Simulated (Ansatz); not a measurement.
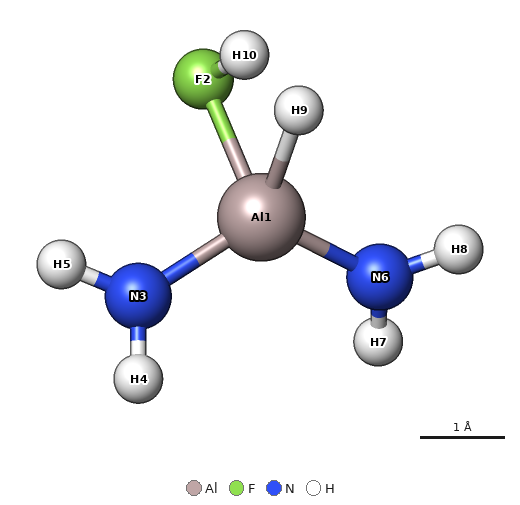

**Figure 1.** The structure as given in the input (ball-and-stick view, seen at a tilt; atoms are numbered from 1 in the order of the input). Sticks mark near contacts. Bond lengths as drawn: Al–F 2.00 Å, Al–H 1.68 Å, Al–N 1.78 Å, F–H 1.02 Å and H–N 1.01 Å.

Frequency calculation of AlN2H6F

System: AlN2H6F.
Method: RKS B3LYP-D4/6-31G* (Ansatz 0.2.0).

It belongs to a series of runs on one base structure; here: vibrations at the highest image of the band. Figures and captions count atoms from 1; the log counts them from 0 in places.

**Log**
```
Engine: ansatz 0.2.0, x86_64-unknown-linux-gnu
Functional definition: B3LYP
  parameter a0 = 0.2
  parameter ax = 0.72
  parameter ac = 0.81
  exchange = (1 - a0 - ax)*slater_x + ax*b88_x + a0*exact_x
  correlation = (1 - ac)*vwn_rpa_c + ac*lyp_c
828 factors; integrals over basis functions are off by at most 4.0e-4 eV
mean field evaluation 1: about -12379.5237 eV, gradient 8.4e1 eV
mean field evaluation 2: about -12355.5844 eV, gradient 1.3e2 eV
mean field evaluation 4: about -12393.0942 eV, gradient 6.5e0 eV
mean field evaluation 8: about -12393.1673 eV, gradient 8.5e-2 eV
mean field -12393.16729525 eV, -455.4404977100 hartree, gradient 6.3e-5 eV, S^2 0.000000; 0 other end points of the search recorded, 0 dependent functions left out
the calculation of the forces begins
reference -12393.16755144 eV, -455.4405071247 hartree; 21, 21 occupied and 55, 55 virtual orbitals, 828 factors
these checks for a lower state are left out or cut short: stability, starts, cluster_reference, orbital_swaps, neighbouring_geometries, increment
828 factors; integrals over basis functions are off by at most 4.0e-4 eV
mean field evaluation 16: about -12393.1671 eV, gradient 1.0e-1 eV
mean field -12393.16717048 eV, -455.4404931247 hartree, gradient 1.3e-6 eV, S^2 0.000000; 0 other end points of the search recorded, 0 dependent functions left out
[... from here on the field's lines of each further geometry are left out, up to the last ...]
the calculation of the forces begins
reference -12393.16756119 eV, -455.4405074832 hartree; 21, 21 occupied and 55, 55 virtual orbitals, 828 factors
these checks for a lower state are left out or cut short: stability, starts, cluster_reference, orbital_swaps, neighbouring_geometries, increment
828 factors; integrals over basis functions are off by at most 4.0e-4 eV
mean field -12393.16726955 eV, -455.4404967656 hartree, gradient 8.2e-7 eV, S^2 0.000000; 0 other end points of the search recorded, 0 dependent functions left out
the calculation of the forces begins
reference -12393.16752574 eV, -455.4405061803 hartree; 21, 21 occupied and 55, 55 virtual orbitals, 828 factors
WARN: phonons: modes at or below zero, which the zero-point energy, F, S and C_V leave out: 1, the lowest at -249.72 cm⁻¹. A minimum has none, and a first-order saddle one
Total energy: -12393.40614116 eV, -455.4492751353 hartree
Atom 0 at     0.006813     0.514341    -0.243037 Å, force    -0.000123     0.000216    -0.000166 eV/Å
Atom 1 at     0.189605     0.359599     1.741081 Å, force     0.000020     0.000082     0.000005 eV/Å
Atom 2 at     1.561480    -0.126944    -0.833019 Å, force     0.000165     0.000084     0.000376 eV/Å
Atom 3 at     1.717858    -0.425898    -1.786673 Å, force    -0.000182    -0.000018    -0.000087 eV/Å
Atom 4 at     2.437880    -0.096735    -0.328844 Å, force     0.000033    -0.000039    -0.000103 eV/Å
Atom 5 at    -1.540974    -0.059762    -0.907184 Å, force     0.000115    -0.000059    -0.000071 eV/Å
Atom 6 at    -1.697800    -0.968408    -1.323323 Å, force    -0.000078    -0.000003     0.000009 eV/Å
Atom 7 at    -2.397823     0.477908    -0.896386 Å, force     0.000015     0.000020    -0.000003 eV/Å
Atom 8 at    -0.151829     2.066491     0.381732 Å, force    -0.000024    -0.000188    -0.000100 eV/Å
Atom 9 at     0.020590     1.342408     1.536853 Å, force     0.000057    -0.000095     0.000141 eV/Å
Dipole moment:     0.003304    -0.003976    -0.026206 e Å
Vibrations: -249.72 133.63 188.70 225.20 266.34 278.24 303.66 320.23 461.43 601.55 693.67 709.72 779.16 871.86 1016.10 1110.31 1605.88 1610.20 1638.89 2664.56 3578.99 3580.54 3668.39 3669.41 cm⁻¹, zero-point energy 1.858317 eV
```

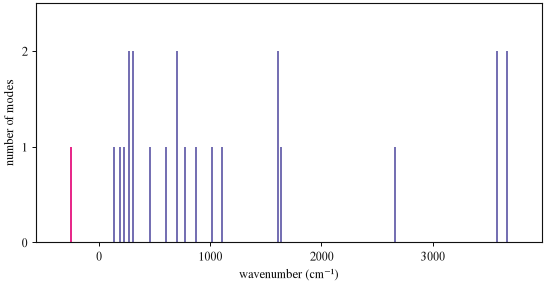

**Figure 2.** Harmonic vibrational wavenumbers from the force constants; neighbouring modes closer than 18 cm⁻¹ are counted in one stick, and imaginary ones are drawn at negative wavenumbers. 24 modes from 250i to 3669 cm⁻¹, 1 imaginary beyond 8i (250i cm⁻¹): a first-order saddle point, if the geometry is stationary.

This output came from the following input.

**Input file**
```yaml
crystal:
  periodic: [false, false, false]
  atoms:
    - { symbol: Al, position_ang: [0.006813, 0.514341, -0.243037] }
    - { symbol: F, position_ang: [0.189605, 0.359599, 1.741081] }
    - { symbol: "N", position_ang: [1.56148, -0.126944, -0.833019] }
    - { symbol: H, position_ang: [1.717858, -0.425898, -1.786673] }
    - { symbol: H, position_ang: [2.43788, -0.096735, -0.328844] }
    - { symbol: "N", position_ang: [-1.540974, -0.059762, -0.907184] }
    - { symbol: H, position_ang: [-1.6978, -0.968408, -1.323323] }
    - { symbol: H, position_ang: [-2.397823, 0.477908, -0.896386] }
    - { symbol: H, position_ang: [-0.151829, 2.066491, 0.381732] }
    - { symbol: H, position_ang: [0.02059, 1.342408, 1.536853] }
basis:
  gaussian: { orbitals: "6-31G*" }
hamiltonian:
  xc: b3lyp
  dispersion: d4
phonons: {}
```

Launch command:
```bash
ansatz run input.yaml --threads 1 --pin off --max-ram 2048MiB --backend cpu --events-out ev --progress --plain --runs-dir out
```

**Key numbers**

```csv
quantity,value
outcome,converged
total energy,−12393.4061 eV
mean-field energy,−12393.1676 eV
largest force (length of the vector),under 0.001 eV/Å
hardware,"1 thread of Intel Xeon (Granite Rapids), 32 GiB of memory available, shared host"
wall time,72 s
peak memory,0.16 GiB
```
